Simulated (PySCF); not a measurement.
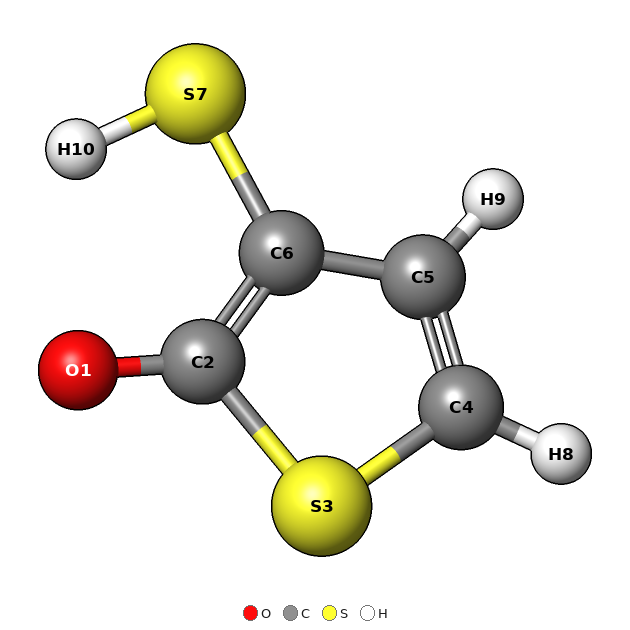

Charge −1, singlet. The geometry was computed by an optimisation with GFN2-xTB. No frequency run is at hand to confirm it as a minimum. Electric field gradients from the ground-state density, PBE0/pcSseg-1 (PySCF 2.14.0), non-relativistic apart from any core potentials.

Give the largest field-gradient component, the quadrupole coupling constant and the asymmetry for 17O at O1 (Q = −25.6 mb), 33S at S3 (Q = −67.81 mb), 33S at S7 (Q = −67.81 mb), 2H at H8 (Q = 2.86 mb), 2H at H9 (Q = 2.86 mb).

```
atom  V_zz (a.u.)  e²qQ/h (MHz)     η
  O1        1.097         −6.60  0.78
  S3        1.782         −28.4  0.99
  S7       −2.582          41.1  0.65
  H8        0.360         0.242  0.12
  H9        0.341         0.229  0.07
```
